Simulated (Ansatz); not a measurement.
```csv
atom,x (Å),y (Å),z (Å)
B,-0.7843,-0.4739,-1.1506
Cl,0.7168,-0.9417,-0.2538
Ge,-1.4032,-0.0163,0.8484
H,-0.8752,-0.5725,-2.3408
```

Geometry: BLYP-D3(BJ)/def2-SVP.

These are results of isolated molecule in a Gaussian basis; Kohn-Sham density functional theory, functional PBE0 in Ansatz 0.2.0, not measurements.

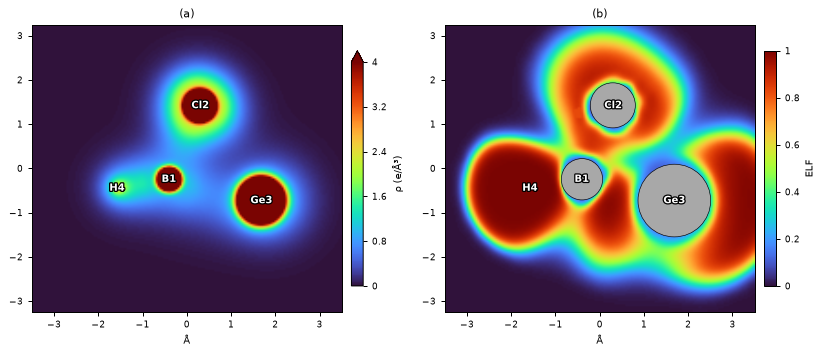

BClGeH (charge +1). (a) total electron density; (b) ELF on the molecular plane. Grey discs cover the atomic cores in the ELF map.

**Read the bonding off the picture.**

- The plane passes through B, Cl, Ge and H nuclei.
- B–Cl (1.81 Å): the density is about 1.2 e/Å³ at the midpoint; the ELF peaks at about 0.85 between the atoms, as expected for a shared but strongly polarised pair.
- Ge–B (2.14 Å): ρ at the midpoint is about 0.68 e/Å³; the ELF peaks at about 0.95 between the atoms (a shared electron pair).
- Ge–Cl (2.56 Å): ρ is about 0.36 e/Å³ halfway; the ELF peaks at about 0.75 in the valence shell of Cl, 0.8 Å from its nucleus, and is about 0.30 at the midpoint.
- B–H (1.20 Å): ρ at the midpoint is about 1.4 e/Å³; the ELF climbs to about 1 towards the hydrogen, as it does in any bond to H (an ordinary covalent bond to hydrogen).
- The ELF also peaks beside Cl2, away from the bonds: lone-pair regions.
